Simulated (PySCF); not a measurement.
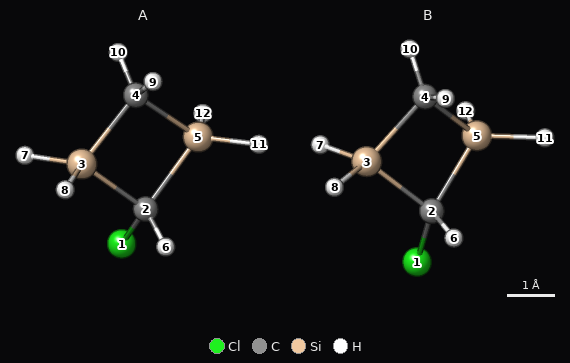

Two geometries of C$_{2}$H$_{7}$ClSi$_{2}$, drawn at one scale. One is the start of a relaxation, the other its converged end. Style: ball-and-stick. Shown at a tilt.

These are results of PBE0-D3(BJ)/def2-SVP geometry optimisation, gas phase (PySCF 2.14.0, density-fitted response routines), not measurements. 

**Which of the two is the end point?**

Structure B is the relaxed one. The start comes from GFN2-xTB. Its atoms were then displaced at random by about 0.01 Å. After 16 geometry steps the energy has fallen by 0.181 eV. Cl1 moves most after the best rigid fit: 0.52 Å. Largest moves by element: Cl 0.52 Å, H 0.49 Å, C 0.16 Å, Si 0.16 Å. Near-neighbour distances that change, for instance: C4–Si5 1.954 → 1.903 Å, Si5–H11 1.452 → 1.495 Å, Cl1–C2 1.811 → 1.778 Å, C4–H9 1.071 → 1.102 Å. Bond angles that change, for instance: Cl1–C2–Si3 114.9° → 120.8°, Si3–C2–Si5 92.7° → 87.3°, Si3–C2–H6 114.2° → 109.0°. The run took 2.6 min on 1 thread of Arm Neoverse N1, with other jobs on the host.
